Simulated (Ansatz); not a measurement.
# HSE06/aug-cc-pVTZ run of CF+ (SMILES [C+]F)

Aim: the vertical ionisation energy of CF+ at HSE06/aug-cc-pVTZ, from 2 runs. 

Program for the calculation: Ansatz 0.2.0.

2 further runs of the same task are left out: 2 set aside as unsound or not needed.

**1. Starting point**

The species is CF+ (2 atoms), meant as a singlet with charge +1. SMILES: `[C+]F`. The coordinates come from a PBE0-D4/def2-TZVP relaxation.

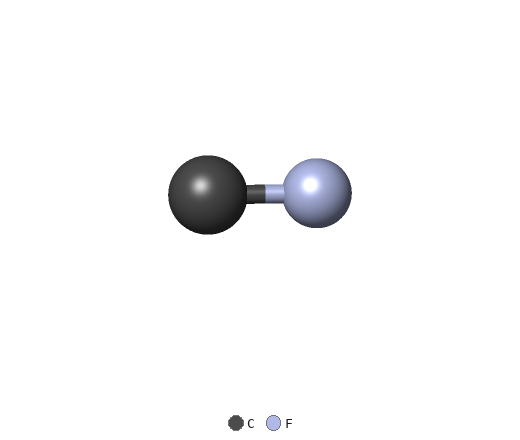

The structure, seen from a chosen angle (carbon dark grey, fluorine light blue).

**2. A single-point energy at HSE06/aug-cc-pVTZ**

File input.yaml:

```yaml
crystal:
  periodic: [false, false, false]
  atoms:
    - {symbol: C, position_ang: [0.492270, -0.160830, 0.253170]}
    - {symbol: F, position_ang: [-0.492270, 0.160830, -0.253170]}
basis:
  gaussian:
    orbitals: aug-cc-pVTZ
total_charge: 1
hamiltonian:
  xc: hse06
accuracy: high
output:
  orbitals: {seedname: orbitals}
```

Launch:

```bash
$ ansatz run input.yaml --threads 1 --pin off --max-ram 3480MiB --events-out events.jsonl --progress --plain --runs-dir runs
```

Log:

```text
Warning: RAYON_NUM_THREADS=1 ignored (pool sized by the plan → 1); use --threads N
Functional definition: HSE06
  name "HSE06"
  parameter a = 0.25
  parameter omega = 0.11/bohr
  exchange = pbe_x - a*pbe_x_sr(omega) + a*exact_x_sr(omega)
  correlation = pbe_c
1257 factors; integrals over basis functions are off by at most 3.3e-9 eV
83 factors; integrals over basis functions are off by at most 1.5e-9 eV
mean field evaluation 1: about -3729.4466 eV, gradient 7.9e1 eV
mean field evaluation 2: about -3684.8624 eV, gradient 1.8e2 eV
mean field evaluation 4: about -3737.2211 eV, gradient 3.0e0 eV
mean field evaluation 8: about -3737.2379 eV, gradient 6.4e-2 eV
mean field evaluation 16: about -3737.2379 eV, gradient 4.3e-8 eV
mean field -3737.23788716 eV, -137.3409591624 hartree, gradient 3.6e-8 eV, S^2 0.000000; 0 other end points of the search recorded, 0 dependent functions left out
reference -3737.23788973 eV, -137.3409592568 hartree; 7, 7 occupied and 85, 85 virtual orbitals, 1257 factors
Total energy: -3737.23788973 eV, -137.3409592568 hartree
```

Run time: 1.9 s. Hardware: 1 thread of Arm Neoverse V2, shared host; peak memory 0.17 GiB.

**3. Doublet [CF]2+**

File job.yaml:

```yaml
crystal:
  periodic: [false, false, false]
  atoms:
    - {symbol: C, position_ang: [0.492270, -0.160830, 0.253170]}
    - {symbol: F, position_ang: [-0.492270, 0.160830, -0.253170]}
basis:
  gaussian: {orbitals: aug-cc-pVTZ}
total_charge: 2
magnetization: {spin_polarized: true, initial_magnetization: 1}
hamiltonian: {xc: hse06}
accuracy: high
output: {orbitals: {seedname: orbitals}}
```

Launch:

```bash
$ ansatz run job.yaml --threads 1 --pin off --max-ram 3480MiB --events-out events.jsonl --progress --plain --runs-dir runs
```

Log:

```text
Warning: RAYON_NUM_THREADS=1 ignored (pool sized by the plan → 1); use --threads N
Functional definition: HSE06
  name "HSE06"
  parameter a = 0.25
  parameter omega = 0.11/bohr
  exchange = pbe_x - a*pbe_x_sr(omega) + a*exact_x_sr(omega)
  correlation = pbe_c
1257 factors; integrals over basis functions are off by at most 3.3e-9 eV
83 factors; integrals over basis functions are off by at most 1.5e-9 eV
mean field evaluation 1: about -3685.2435 eV, gradient 9.9e1 eV
mean field evaluation 2: about -3482.9720 eV, gradient 2.1e2 eV
mean field evaluation 4: about -3711.4332 eV, gradient 4.1e0 eV
mean field evaluation 8: about -3711.4884 eV, gradient 9.3e-2 eV
mean field evaluation 16: about -3711.4885 eV, gradient 9.4e-7 eV
mean field -3711.48854113 eV, -136.3946881493 hartree, gradient 9.7e-9 eV, S^2 0.763413; 0 other end points of the search recorded, 0 dependent functions left out
reference -3711.48854358 eV, -136.3946882391 hartree; 7, 6 occupied and 85, 86 virtual orbitals, 1257 factors
Total energy: -3711.48854358 eV, -136.3946882391 hartree
```

Run time: 2.9 s. Hardware: 1 thread of Arm Neoverse V2, shared host; peak memory 0.2 GiB.

**4. Results**

At HSE06/aug-cc-pVTZ:

```
                                            quantity          value
                           singlet CF+: total energy  -137.34096 Eh
                            singlet CF+: HOMO energy      -21.53 eV
                            singlet CF+: LUMO energy      -12.89 eV
                          singlet CF+: HOMO–LUMO gap        8.64 eV
                        doublet [CF]2+: total energy  -136.39469 Eh
  doublet [CF]2+: HOMO energy (highest over α and β)      -36.69 eV
   doublet [CF]2+: LUMO energy (lowest over α and β)      -29.54 eV
                                doublet [CF]2+: ⟨S²⟩          0.763
vertical ionisation energy (to the doublet dication)      25.749 eV
```

What this shows: The vertical ionisation energy comes to 25.75 eV (2484 kJ/mol). The negative HOMO energy of the first species, 21.53 eV, lies 4.22 eV below that difference.
